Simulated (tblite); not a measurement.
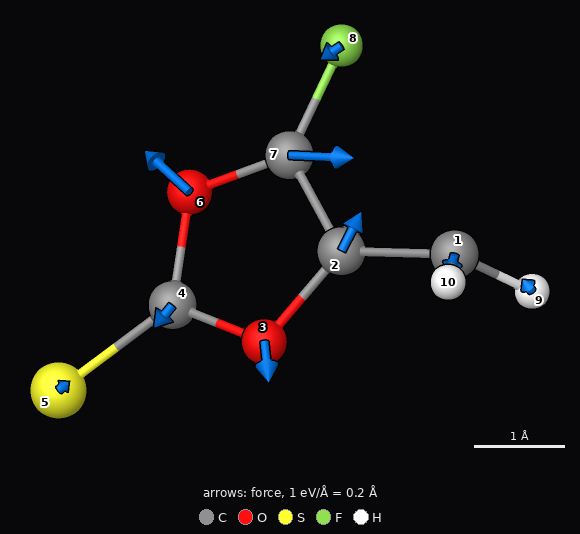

Starting geometry of C₄H₂FO₂S (multiplicity 2) with the computed forces as blue arrows. A ball-and-stick model, seen at a tilt.

All numbers below come from GFN2-xTB geometry optimisation, gas phase (tblite). 

Q: What follows when this structure is relaxed?

A: It isn't relaxed: the largest force vector, on C atoms, is 4.21 eV/Å. The final displacements have little in common with the starting forces (cosine between the two patterns 0.18). The atom that moves furthest after the best rigid fit is H9 (1.22 Å). By element the largest moves are H 1.22 Å, F 0.34 Å, S 0.24 Å, C 0.18 Å, O 0.16 Å. Near-neighbour distances that change, for instance: C1–C2 1.459 → 1.358 Å, C4–O6 1.303 → 1.353 Å, O6–C7 1.295 → 1.343 Å, C2–O3 1.339 → 1.386 Å. Among the angles between lasting bonds that change: O6–C7–F8 129.8° → 118.9°, C2–C7–F8 122.2° → 130.5°, C2–C1–H10 115.5° → 120.2°. The energy falls by 139.5 kJ/mol in 49 geometry steps.
